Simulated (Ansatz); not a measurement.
System: As (slab), 6 atoms in the cell.

```cif
data_structure
_symmetry_space_group_name_H-M 'P 1'
_symmetry_Int_Tables_number 1
_cell_length_a 3.8336
_cell_length_b 3.8336
_cell_length_c 31.3450
_cell_angle_alpha 90.000
_cell_angle_beta 90.000
_cell_angle_gamma 120.000
_cell_volume 398.94
loop_
_atom_site_label
_atom_site_type_symbol
_atom_site_fract_x
_atom_site_fract_y
_atom_site_fract_z
_atom_site_occupancy
As1 As 0.81372 0.18628 0.52111 1
As2 As 0.13962 0.86038 0.56348 1
As3 As 0.47989 0.52011 0.62801 1
As4 As 0.80975 0.19025 0.66903 1
As5 As 0.14496 0.85504 0.73546 1
As6 As 0.47694 0.52306 0.77683 1
```

Ansatz 0.2.0; DFT PBE+D3(BJ), scalar-relativistic, plane waves, PAW, no spin polarisation, 9×9×1 k mesh, 420 eV cutoff, Gaussian smearing of 0.1 eV.

What does the potential across the slab give for the work function?

The work function is 4.59 eV, the same on both faces. The two vacuum levels agree, so the slab has no net dipole along its normal. The outermost atoms are 8.0 Å apart, which leaves 23.3 Å of vacuum in a cell 31.3 Å high.

The atoms aren't at rest in this cell (largest force 0.4 eV/Å), so the relaxed material can differ.

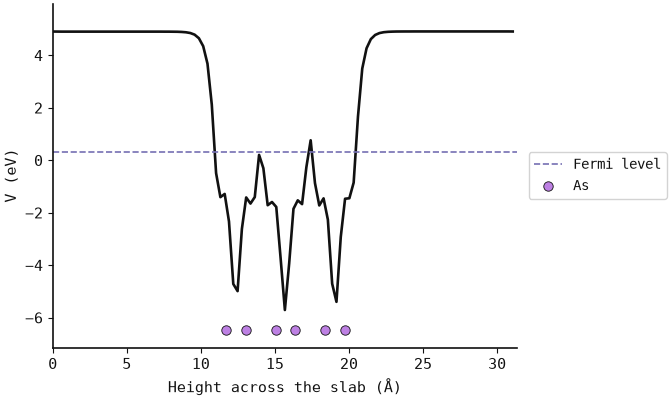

Plane-averaged electrostatic potential energy of an electron across the slab; circles at the bottom mark the heights of the atoms.
